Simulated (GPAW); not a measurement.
# A GW chain in GPAW: CaC2 (I4/mmm), part 2 of 2

Aim: the G0W0 gap of CaC2 (I4/mmm) on LDA, step by step.

GPAW 26.7.0; LDA and many-body steps on it, plane waves. Known limits of the many-body steps: not at the basis limit; coarse k mesh.

So far. Step 3 (Bands along the symmetry lines): The gap is 1.185 eV, −0.004 eV from the run before at this level. Step 4 (Empty states on the mesh, 4×4×4 mesh, 118 bands): On this mesh the gap is 1.189 eV.

### Step 5. Screening and self-energy, 4×4×4 mesh, 108 bands, screening to 100 eV

G0W0 replaces the xc potential by the self-energy, built once from these orbitals. Only a window of levels is corrected, while the sums run over the empty bands that the input names.

This step: G0W0 on LDA, plane waves, PAW.

The input, run.py:

```python
import json
import numpy as np
from gpaw.mpi import world
from gpaw.response.g0w0 import G0W0

gw = G0W0('full.gpw',
    filename='gw',
    kpts=[0, 10, 12],
    bands=(7, 11),
    ecut=100,
    nbands=108,
    integrate_gamma='WS',
    ppa=True)
gw.calculate()
res = {mode: {k: v for k, v in r.items() if k != 'sigma_eskwn'}
       for mode, r in gw.all_results.items()}

if world.rank == 0:
    with open('result.json', 'w') as f:
        json.dump(res, f, default=lambda x: x.tolist())
```

The run is started by

```console
$ mpirun -n 4 gpaw python run.py
```

Numbers of over 12 decimals in the logs are rounded to 6 here.

The program printed:

```text
Using integrator: PointIntegrator
FrequencyGridDescriptor(from 0.000+0.000j to 0.000+27.211j eV, 2 points)
Nonperiodic BCs:  [False False False]
Using integrator: PointIntegrator
FrequencyGridDescriptor(from 0.000+0.000j to 0.000+27.211j eV, 2 points)
Nonperiodic BCs:  [False False False]
  ___  _ _ _
 |   || | | |
 | | || | | |
 |__ ||_____|
 |___|

BZ k-points: Symmetries present (total): 16

  [... matrices ...]
64 k-points: 4 x 4 x 4 Monkhorst-Pack grid + [1/8,1/8,1/8]
13 k-points in the irreducible part of the Brillouin zone
       k-points in crystal coordinates                weights
   0:     0.00000000    0.00000000    0.00000000          1/64
   1:     0.25000000   -0.25000000    0.00000000          4/64
   2:     0.25000000   -0.25000000    0.25000000          4/64
   3:     0.25000000    0.00000000    0.00000000          8/64
   4:     0.25000000    0.25000000   -0.25000000          2/64
   5:     0.25000000    0.25000000    0.25000000          2/64
   6:     0.50000000    0.00000000    0.25000000          8/64
   7:     0.50000000    0.00000000    0.50000000          4/64
   8:     0.50000000    0.25000000    0.25000000         16/64
   9:     0.50000000    0.25000000    0.50000000          8/64
          ...
  12:     0.50000000    0.50000000    0.50000000          1/64

Distributing spins, k-points and bands (1 x 3 x 4) over 4 processes
Number of blocks: 1

Quasi particle states:
k-points (IBZ indices): [0, 10, 12]
Band range: (7, 11)
  [... matrices ...]
Computational parameters:
Plane wave cut-off: 100 eV
Number of bands: 108
Coulomb cutoff: None
Broadening: 0.1 eV

fxc modes: GW
Kernel: RPA
Using Godby-Needs plasmon-pole approximation:
  Fitting energy: i*E0, E0 = 1.000 Hartree
Summing all q:

Calculating screened Coulomb potential
No Coulomb truncation
FrequencyGridDescriptor(from 0.000+0.000j to 0.000+27.211j eV, 2 points)
Removing empty qpoint cache files...

Calculating chi0 body with:
    Ground state adapter containing:
    Number of spins: 1
    Number of kpoints: 64
    Number of irreducible kpoints: 13
    Number of completely occupied states: 9
    Number of partially occupied states: 9
    Occupied states memory: 1.8984375 M / cpu

    Linear response parametrization:
    q_c: [0.0, 0.0, 0.0]
    Number of frequency points: 2
    Planewave cutoff: 100.0
    Number of bands: 108
    Number of planewaves: 113
    Broadening (eta): 1e-06
    comm.size: 4
    kncomm.size: 4
    blockcomm.size: 1

    Memory estimate of potentially large arrays:
        chi0_wGG: 0.389679 M / cpu
Integrating chi0 body.

Symmetries of q_c:
    Direct symmetries (Uq -> q): 16
    Indirect symmetries (TUq -> q): 0
In total 16 allowed symmetries.

  [... matrices ...]
13 groups of equivalent kpoints. 79.6875% reduction.

Integral kind: response function
Integrating chi0 head and wings.

Symmetries of q_c:
    Direct symmetries (Uq -> q): 16
    Indirect symmetries (TUq -> q): 0
In total 16 allowed symmetries.

  [... matrices ...]
13 groups of equivalent kpoints. 79.6875% reduction.

Integral kind: response function wings

Calculating chi0 body with:
    Ground state adapter containing:
    Number of spins: 1
    Number of kpoints: 64
    Number of irreducible kpoints: 13
    Number of completely occupied states: 9
    Number of partially occupied states: 9
    Occupied states memory: 1.8984375 M / cpu

    Linear response parametrization:
[... the further q-points ...]

Results:
f:      Occupation numbers
eps:     KS-eigenvalues [eV]
vxc:     KS vxc [eV]
exx:     Exact exchange [eV]
sigma:   Self-energies [eV]
dsigma:  Self-energy derivatives
Z:       Renormalization factors
qp:      QP-energies [eV]

k-point 0 (0): (0.000, 0.000, 0.000)                GW
band       f     eps     vxc     exx   sigma  dsigma       Z      qp
                                                                   GW
   7   1.000   1.950 -14.796 -17.375   1.628  -0.272   0.786   1.203
   8   1.000   1.950 -14.796 -17.375   1.628  -0.272   0.786   1.203
   9   0.000   6.061 -13.003  -7.155  -3.765  -0.228   0.814   7.757
  10   0.000   6.061 -13.003  -7.155  -3.765  -0.228   0.814   7.757

k-point 1 (10): (0.500, 0.500, 0.000)                GW
band       f     eps     vxc     exx   sigma  dsigma       Z      qp
                                                                   GW
   7   1.000   1.336 -14.344 -17.223   1.800  -0.271   0.786   0.488
   8   1.000   1.869 -14.951 -19.077   3.171  -0.291   0.775   1.129
   9   0.000   4.118 -11.281  -6.525  -3.211  -0.215   0.823   5.390
  10   0.000   8.624 -15.208  -7.548  -4.736  -0.249   0.800  10.965

k-point 2 (12): (0.500, 0.500, 0.500)                GW
band       f     eps     vxc     exx   sigma  dsigma       Z      qp
                                                                   GW
   7   1.000   1.322 -14.378 -17.335   1.898  -0.276   0.784   0.492
   8   1.000   2.929 -15.880 -19.554   2.949  -0.285   0.778   2.365
   9   0.000   6.040 -11.676  -5.656  -3.994  -0.196   0.836   7.734
  10   0.000   8.677 -11.728  -6.265  -4.119  -0.203   0.831   9.794
```

The job ended after 53 s (4 MPI ranks of Intel Xeon Platinum 8223CL at 3.00GHz (Skylake/Cascade Lake), shared host; peak memory 1.2 GiB; 3.5 min of CPU time).

This step gave:

| Item | Value |
| --- | --- |
| G0W0 gap on the points computed | 3.024 eV |
| least direct G0W0 gap on the computed points | 4.261 eV |
| Z at the valence top | 0.7780 |
| Z at the conduction bottom | 0.8229 |
| starting gap on the mesh | 1.189 eV |
| k of the valence top | 0.5, 0.5, 0.5 |
| k of the conduction bottom | 0.5, 0.5, 0 |

The gap on the mesh goes from 1.19 eV to 3.02 eV, a correction of +1.84 eV.

Limits: finite bands, cutoff and mesh; coarse k mesh. v1 is the top filled band, c1 the lowest empty one. The levels before and after the correction (eV, zero at the valence-band top of each column):

|  | conduction bottom | valence top |
| --- | --- | --- |
| Kohn-Sham | 1.19 | 0.00 |
| G0W0 | 3.02 | 0.00 |

|  | level | energy (eV) |
| --- | --- | --- |
| Kohn-Sham | (0.5 0.5 0) v2 | -1.593 |
| Kohn-Sham | (0.5 0.5 0) v1 | -1.061 |
| Kohn-Sham | (0.5 0.5 0) c1 | 1.189 |
| Kohn-Sham | (0.5 0.5 0) c2 | 5.695 |
| Kohn-Sham | (0.5 0.5 0.5) v2 | -1.608 |
| Kohn-Sham | (0.5 0.5 0.5) v1 | 0.000 |
| Kohn-Sham | (0.5 0.5 0.5) c1 | 3.111 |
| Kohn-Sham | (0.5 0.5 0.5) c2 | 5.748 |
| G0W0 | (0.5 0.5 0) v2 | -1.878 |
| G0W0 | (0.5 0.5 0) v1 | -1.237 |
| G0W0 | (0.5 0.5 0) c1 | 3.024 |
| G0W0 | (0.5 0.5 0) c2 | 8.599 |
| G0W0 | (0.5 0.5 0.5) v2 | -1.874 |
| G0W0 | (0.5 0.5 0.5) v1 | 0.000 |
| G0W0 | (0.5 0.5 0.5) c1 | 5.369 |
| G0W0 | (0.5 0.5 0.5) c2 | 7.429 |

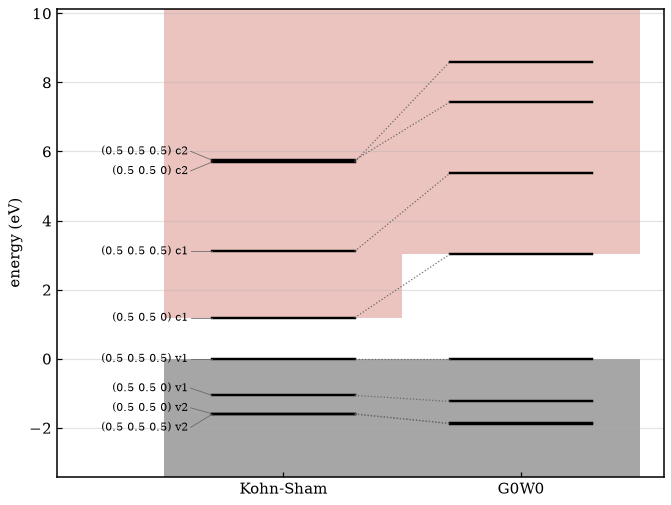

Levels before and after the correction. Shaded: valence and conduction bands.

### Step 6. Where the time went

Times are wall times on 4 MPI ranks of Intel Xeon Platinum 8223CL at 3.00GHz (Skylake/Cascade Lake), shared host, good to a factor of about two.

| step | time | share | memory (GiB) |
| --- | --- | --- | --- |
| ground state | 16 s | 15 % | 0.68 |
| bands along the symmetry lines | 13 s | 12 % | 0.75 |
| empty states on the mesh | 25 s | 23 % | 1.5 |
| screening and self-energy | 53 s | 50 % | 1.2 |

### Step 7. What came out

```yaml
lda_gap: 1.18 eV, indirect
g0w0_gap_on_the_mesh: 3.02 eV
gw_settings: 4×4×4 mesh, 108 bands, screening to 100 eV, Godby-Needs plasmon pole
known_limits: not at the basis limit; coarse k mesh
```

What this shows: G0W0 moves the gap on the mesh from 1.19 eV to 3.02 eV (+1.84 eV), with Z of 0.78 and 0.82 at the edges. Only 3 of the mesh's irreducible points were corrected, so a valley elsewhere could overtake. The dearest step here is «screening and self-energy». Bands and cutoff are finite, so the gap is not at the basis limit. The miss can reach some tenths of an eV and take either sign; the mesh is an error of its own. These stock PAW sets were not made for GW. In the G0W0 run levels were corrected at 3 k points alone, so a gap called «on the mesh» is the least over those, and an edge elsewhere would be missed. The 4×4×4 mesh is coarse for this cell, which bears on the long-range parts of exchange and screening.

[Paths, hosts, dates, memory and timing lines, banners, echoed tables and standing remarks are left out of the program output.]

[Logs are printed without paths, hosts, clocks, repeated set-up lines and the standing remarks that a program may print on its own settings, such as how far it seeks lower states.]

[Runs of the session that timed out or met a known fault of the program may be left out.]

[Hosts, paths, dates, database ids (printed as entryN), source tags and the programs' standing remarks are cut or masked in the printed files.]
